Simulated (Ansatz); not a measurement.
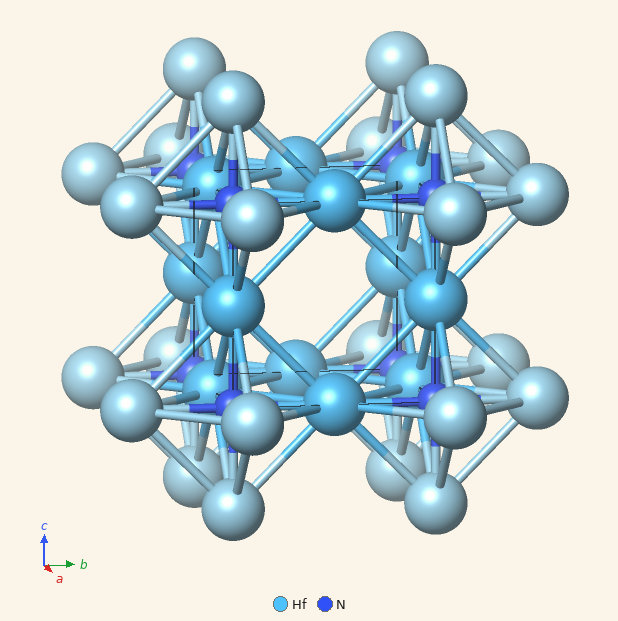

An orthographic ball-and-stick view of the structure, slightly off an axis. Thin lines show the simulation cell, with boundary atoms drawn in all their periodic places. The bonded neighbours beyond the faces are included, in fainter colours.

```yaml
crystal:
  lattice:
    - [4.39692, 0.00000, 0.00000]
    - [0.00000, 4.39692, 0.00000]
    - [0.00000, 0.00000, 4.39692]
  atoms:
    - { symbol: Hf, position: [0.00000, 0.50000, 0.00000] }
    - { symbol: Hf, position: [0.00000, 0.00000, 0.50000] }
    - { symbol: Hf, position: [0.50000, 0.00000, 0.00000] }
    - { symbol: N, position: [0.00000, 0.00000, 0.00000] }
```

Calculation details: DFT PBE, scalar-relativistic, plane waves, PAW (Ansatz); a 420 eV plane-wave basis, the zone sampled with 10×10×10 points, Gaussian smearing of 0.1 eV, no spin polarisation.

Q: How are the electrons shared out in a Bader analysis?

A: Hf +0.74 e; N -2.22 e.

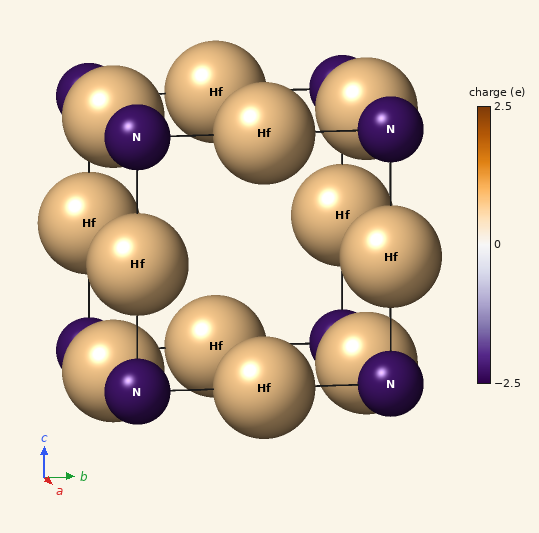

The atoms coloured by those charges.

The starting point was a structure type filled with these elements by a generator (whether the compound takes this form wasn't checked). Earlier steps of the study, as a rule a relaxation of our own, may have changed the cell and positions, so they can lie some per cent off the listed ones. Ansatz was used for an electronic-structure calculation on it.
